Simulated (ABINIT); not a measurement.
# ZnSe (Stilleite): G0W0 with ABINIT, start to end

Wanted: ground state, empty states, screening and self-energy for ZnSe (Stilleite).

Method: LDA and many-body steps on it, plane waves, in ABINIT 10.8.3.

**What was measured.**

- Gap 2.695 ± 0.003 eV: excitonic gap from free-exciton PL, not corrected for exciton binding; photoluminescence; 300 K; bulk crystal (Bridgman-grown crystal, polished and etched) (“Alloy Disordering Effects on the Thermal Conductivity and Energy Gap Temperature Dependence of Cd1−xZnxSe Ternary Crystals Grown by the Bridgman Method”, 2023, pmc:10253836).

Report form: the programs' logs are mostly left out.

## Step 1: The starting structure

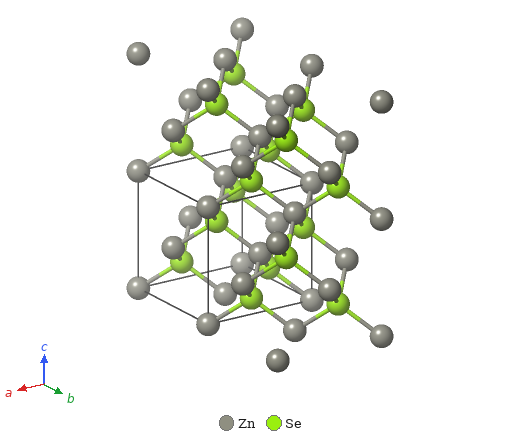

The starting structure, seen from a free direction (zinc grey, selenium green). 1×2×2 cells are drawn. This picture shows the conventional cell, with its axes. Bonds to atoms that aren't drawn are left out. Some periodic images of atoms are drawn too.

The cell and positions come from the Crystallography Open Database and are kept as given unless a step says otherwise.

## Step 2: Ground state

This step: ABINIT 10.8.3; DFT, LDA, plane waves, norm-conserving pseudopotentials.

The ground-state density comes first.

run.abi

```
acell 3*1.0 Angstrom
rprim 
  -0.000000000000 2.833800000000 2.833800000000
  2.833800000000 -0.000000000000 2.833800000000
  2.833800000000 2.833800000000 0.000000000000
ntypat 2
znucl 30 34
natom 2
typat 1 2
xred 
  0.000000000000 0.000000000000 0.000000000000
  0.250000000000 0.250000000000 0.250000000000
pp_dirpath "pseudos"
pseudos "Zn.upf, Se.upf"
ecut 48
ngkpt 6 6 6
nshiftk 1
shiftk 0 0 0
kptopt 1
chksymbreak 0
nband 27
occopt 1
tolvrs 1e-10
nstep 60
prtwf 0
indata_prefix "in"
outdata_prefix "out"
tmpdata_prefix "tmp"
```

The run is started by

```console
> OMP_NUM_THREADS=1 mpirun -n 4 abinit run.abi > log
```

The job ended after 26 s (4 MPI ranks of Arm Neoverse V1, shared host; peak memory 0.35 GiB).

This step gave:

| Property | Result |
| --- | --- |
| total energy | -14978.4699 eV |
| gap | 1.028 eV |
| k of the valence top | 0, 0, 0 |
| k of the conduction bottom | 0, 0, 0 |
| least direct gap | 1.028 eV |
| pressure | -4.605 GPa |

The gap is direct, at Γ.

The cutoff was set for levels, not for stress, so the pressure can be off by some GPa.

## Step 3: Bands along the symmetry lines

The cheap functional maps the bands first; the places of the edges decide which points the dearer methods must see.

run.abi

```
acell 3*1.0 Angstrom
rprim 
  -0.000000000000 2.833800000000 2.833800000000
  2.833800000000 -0.000000000000 2.833800000000
  2.833800000000 2.833800000000 0.000000000000
ntypat 2
znucl 30 34
natom 2
typat 1 2
xred 
  0.000000000000 0.000000000000 0.000000000000
  0.250000000000 0.250000000000 0.250000000000
pp_dirpath "pseudos"
pseudos "Zn.upf, Se.upf"
ecut 48
iscf -2
irdden 1
kptopt 0
nkpt 50
kpt 
  0.00000000 0.00000000 0.00000000
  -0.06250000 -0.06250000 0.00000000
  -0.12500000 -0.12500000 0.00000000
  -0.18750000 -0.18750000 0.00000000
  -0.25000000 -0.25000000 0.00000000
  -0.31250000 -0.31250000 0.00000000
  -0.37500000 -0.37500000 0.00000000
  -0.43750000 -0.43750000 0.00000000
  -0.50000000 -0.50000000 0.00000000
  -0.48437500 -0.48437500 0.03125000
  -0.46875000 -0.46875000 0.06250000
  -0.45312500 -0.45312500 0.09375000
  -0.43750000 -0.43750000 0.12500000
  -0.42187500 -0.42187500 0.15625000
  -0.40625000 -0.40625000 0.18750000
  -0.39062500 -0.39062500 0.21875000
  -0.37500000 -0.37500000 0.25000000
  -0.37500000 0.00000000 0.37500000
  -0.32812500 0.00000000 0.32812500
  -0.28125000 0.00000000 0.28125000
  -0.23437500 0.00000000 0.23437500
  -0.18750000 0.00000000 0.18750000
  -0.14062500 0.00000000 0.14062500
  -0.09375000 0.00000000 0.09375000
  -0.04687500 0.00000000 0.04687500
  0.00000000 0.00000000 0.00000000
  0.00000000 0.00000000 0.06250000
  0.00000000 0.00000000 0.12500000
  0.00000000 0.00000000 0.18750000
  0.00000000 0.00000000 0.25000000
  0.00000000 0.00000000 0.31250000
  0.00000000 0.00000000 0.37500000
  0.00000000 0.00000000 0.43750000
  0.00000000 0.00000000 0.50000000
  -0.06250000 -0.03125000 0.46875000
  -0.12500000 -0.06250000 0.43750000
  -0.18750000 -0.09375000 0.40625000
  -0.25000000 -0.12500000 0.37500000
  -0.31250000 -0.15625000 0.34375000
  -0.37500000 -0.18750000 0.31250000
  -0.43750000 -0.21875000 0.28125000
  -0.50000000 -0.25000000 0.25000000
  -0.50000000 -0.28125000 0.21875000
  -0.50000000 -0.31250000 0.18750000
  -0.50000000 -0.34375000 0.15625000
  -0.50000000 -0.37500000 0.12500000
  -0.50000000 -0.40625000 0.09375000
  -0.50000000 -0.43750000 0.06250000
  -0.50000000 -0.46875000 0.03125000
  -0.50000000 -0.50000000 0.00000000
istwfk *1
nband 32
nbdbuf 5
tolwfr 1e-07
nstep 50
prtwf 0
prtvol 0
indata_prefix "in"
outdata_prefix "out"
tmpdata_prefix "tmp"
```

Wall time 29 s (4 MPI ranks); peak memory 0.39 GiB; 1.9 min of CPU time.

This step gave:

```
gap                        : 1.028 eV
k of the valence top       : 0, 0, 0
k of the conduction bottom : 0, 0, 0
least direct gap           : 1.028 eV
```

The gap is 1.028 eV, as in the run before at this level.

The electronic bands at the labelled points (eV, zero at the top of the highest filled band):

| point | band 19 | band 20 | band 21 | band 22 | band 23 | band 24 | band 25 | band 26 |
| --- | --- | --- | --- | --- | --- | --- | --- | --- |
| Γ | -6.29 | 0.00 | 0.00 | 0.00 | 1.03 | 5.72 | 5.72 | 5.72 |
| X | -6.12 | -4.83 | -2.20 | -2.20 | 2.81 | 3.33 | 10.50 | 11.09 |
| U | -6.03 | -4.78 | -3.13 | -1.80 | 3.43 | 5.47 | 8.88 | 9.17 |
| jump to K | -6.03 | -4.78 | -3.13 | -1.80 | 3.43 | 5.47 | 8.88 | 9.17 |
| Γ | -6.29 | 0.00 | 0.00 | 0.00 | 1.03 | 5.72 | 5.72 | 5.72 |
| L | -6.14 | -5.29 | -0.87 | -0.87 | 2.35 | 6.30 | 6.30 | 8.35 |
| W | -5.99 | -4.75 | -2.80 | -2.69 | 5.35 | 5.44 | 6.81 | 7.57 |
| X | -6.12 | -4.83 | -2.20 | -2.20 | 2.81 | 3.33 | 10.50 | 11.09 |

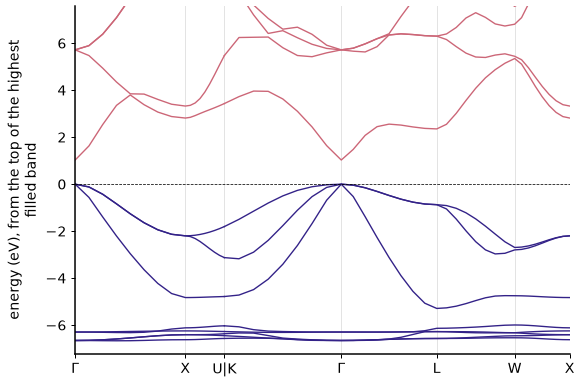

Electronic bands along the path; lines of filled and empty bands in two colours.

## Step 4: Empty states on the mesh, 4×4×4 mesh, 167 bands

The sums over transitions need many empty states on a uniform mesh; this step solves for them.

run.abi

```
acell 3*1.0 Angstrom
rprim 
  -0.000000000000 2.833800000000 2.833800000000
  2.833800000000 -0.000000000000 2.833800000000
  2.833800000000 2.833800000000 0.000000000000
ntypat 2
znucl 30 34
natom 2
typat 1 2
xred 
  0.000000000000 0.000000000000 0.000000000000
  0.250000000000 0.250000000000 0.250000000000
pp_dirpath "pseudos"
pseudos "Zn.upf, Se.upf"
ecut 48
ngkpt 4 4 4
nshiftk 1
shiftk 0 0 0
kptopt 1
chksymbreak 0
irdden 1
istwfk *1
nband 167
prtvol 0
optdriver 6
gwr_task "HDIAGO"
paral_kgb 0
occopt 1
indata_prefix "in"
outdata_prefix "out"
tmpdata_prefix "tmp"
```

Wall time 2.8 min (4 MPI ranks); peak memory 5.3 GiB.

Numbers from this step:

| Property | Result |
| --- | --- |
| gap | 1.028 eV |
| k of the valence top | 0, 0, 0 |
| k of the conduction bottom | 0, 0, 0 |
| least direct gap | 1.028 eV |
| k points computed | 8 |
| lowest point of the top converged band, above the valence top | 110.1673 eV |

On this mesh the gap is 1.028 eV.

## Step 5: Screening, 4×4×4 mesh, 159 bands, screening to 179.6 eV

The RPA dielectric matrix is built and inverted for each q.

This step: RPA screening on LDA, plane waves, norm-conserving pseudopotentials.

Changes to run.abi since step 4:

```diff
@@ -20,10 +20,11 @@
 chksymbreak 0
-irdden 1
 istwfk *1
-nband 167
-prtvol 0
-optdriver 6
-gwr_task "HDIAGO"
-paral_kgb 0
 occopt 1
+irdwfk 1
+optdriver 3
+nband 159
+ecuteps 6.6
+inclvkb 2
+awtr 1
+symchi 1
 indata_prefix "in"
```

Elapsed: 89 s, on 4 MPI ranks; peak memory 1.4 GiB.

Numbers from this step:

* ε∞ with local fields, on this mesh, along the program's q direction: 19.56
* the same without local fields: 20.65
* plasma frequency: 36.51 eV
* plane waves in the screening matrix: 259

Local fields lower ε∞ by 5 %. On a Γ-centred mesh this coarse the value itself is usually too large, while a short band sum pulls it down.

## Step 6: Self-energy, 4×4×4 mesh, 159 bands, screening to 179.6 eV

The self-energy is evaluated for the states that the input lists, and the levels follow from it, in one-shot runs by the linearised quasiparticle equation.

This step: G0W0 on LDA, plane waves, norm-conserving pseudopotentials.

Changes to run.abi since step 5:

```diff
@@ -23,8 +23,19 @@
 irdwfk 1
-optdriver 3
+optdriver 4
 nband 159
+gwcalctyp 0
+ecutsigx 48
+symsigma 1
+nkptgw 3
+kptgw 
+  0.0000000000 0.0000000000 0.0000000000
+  0.5000000000 0.0000000000 0.0000000000
+  0.5000000000 0.5000000000 0.0000000000
+bdgw 
+  20 26
+  21 25
+  21 24
 ecuteps 6.6
-inclvkb 2
-awtr 1
-symchi 1
+irdscr 1
+ppmodel 1
 indata_prefix "in"
```

Wall time 28 s (4 MPI ranks); peak memory 1.2 GiB; 1.9 min of CPU time.

Numbers from this step:

- G0W0 gap on the points computed: 1.990 eV
- starting gap on the mesh: 1.028 eV
- k of the valence top: 0, 0, 0
- k of the conduction bottom: 0, 0, 0
- Z at the valence top: 0.799
- Z at the conduction bottom: 0.815
- least direct G0W0 gap on the computed points: 1.990 eV

The gap on the mesh goes from 1.03 eV to 1.99 eV, a correction of +0.96 eV.

Limits: finite bands, cutoff and mesh; no spin-orbit coupling; coarse k mesh. v1 is the top filled band, c1 the lowest empty one. Levels before and after the correction, in eV, zero at the valence-band top of each column:

|  | conduction bottom | valence top |
| --- | --- | --- |
| Kohn-Sham | 1.03 | 0.00 |
| G0W0 | 1.99 | 0.00 |

|  | level | energy (eV) |
| --- | --- | --- |
| Kohn-Sham | Γ v3-v1 | 0.000 |
| Kohn-Sham | Γ c1 | 1.028 |
| Kohn-Sham | Γ c2-c4 | 5.717 |
| G0W0 | Γ v3-v1 | 0.000 |
| G0W0 | Γ c1 | 1.990 |
| G0W0 | Γ c2-c4 | 6.666 |

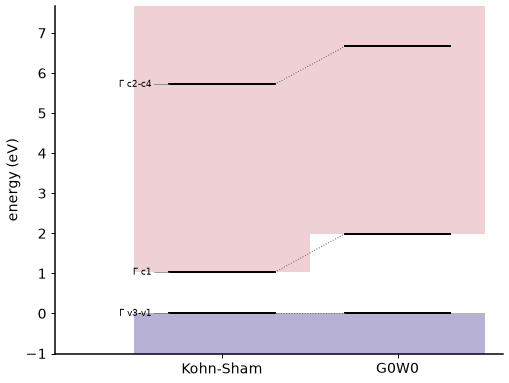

Levels before and after the correction. Shaded: valence and conduction bands.

## Step 7: Where the time went

Times are wall times on 4 MPI ranks of Arm Neoverse V1, shared host, good to a factor of about two.

| step | time | share | memory (GiB) |
| --- | --- | --- | --- |
| ground state | 26 s | 8 % | 0.35 |
| bands along the symmetry lines | 29 s | 9 % | 0.39 |
| empty states on the mesh | 2.8 min | 49 % | 5.3 |
| screening | 89 s | 26 % | 1.4 |
| self-energy | 28 s | 8 % | 1.2 |

## Step 8: Outcome

| Property | Result |
| --- | --- |
| LDA gap | 1.03 eV, direct |
| G0W0 gap on the mesh | 1.99 eV |
| GW settings | 4×4×4 mesh, 159 bands, screening to 179.6 eV, Godby-Needs plasmon pole |
| known limits | not at the basis limit; no spin-orbit coupling; coarse k mesh |

In words: G0W0 moves the gap on the mesh from 1.03 eV to 1.99 eV (+0.96 eV), with Z of 0.80 and 0.81 at the edges. Local fields lower the RPA ε∞ on this mesh from 20.65 to 19.56; a Γ-centred mesh this coarse tends to raise both, most where the direct gap is narrow, while a short band sum lowers them. Only 3 of the mesh's irreducible points were corrected, so a valley elsewhere could overtake. The dearest step here is «empty states on the mesh». Against experiment, by G0W0@LDA: the direct gap of 1.99 eV lies −0.70 eV from the measured 2.695 ± 0.003 eV (exciton, 300 K, 2023). An exciton line or allowed optical edge lies below the quasiparticle gap by the binding energy; a forbidden edge can push the onset above it. The calculation has static nuclei and no excitons; a measured gap holds zero-point and thermal motion, which mostly lowers it. Against the values above the computed gap that would widen the miss. A likelier cause is too strong a screening: the start's gap is only 1.03 eV, the mesh is coarse, and one shot does not repair that. Bands and cutoff are finite, so the gap is not at the basis limit. The miss can reach some tenths of an eV and take either sign; the mesh is an error of its own. In the G0W0 run levels were corrected at 3 k points alone, so a gap called «on the mesh» is the least over those, and an edge elsewhere would be missed. The 4×4×4 mesh is coarse for this cell, which bears on the long-range parts of exchange and screening. The many-body steps are scalar-relativistic: spin-orbit coupling is not in them.

[Paths, hosts, dates, memory and timing lines, banners, echoed tables and standing remarks are left out of the program output.]

[Logs are printed without paths, hosts, clocks, repeated set-up lines and the standing remarks that a program may print on its own settings, such as how far it seeks lower states.]

[Runs of the session that timed out or met a known fault of the program may be left out.]

[No measured gap is set beside runs whose start may be inverted or whose files or cutoffs have a known fault.]

[Hosts, paths, dates, database ids (printed as entryN), source tags and the programs' standing remarks are cut or masked in the printed files.]

[G0W0 gaps are taken among the corrected bands and points alone; a level outside them can change the order at an edge.]

[Where Ansatz stands beside ABINIT at settings called matched, ABINIT's density can come from a denser mesh and the files from another edition; pairs whose starting gaps differed by over 0.03 eV were left out, so agreement reads better than it is.]
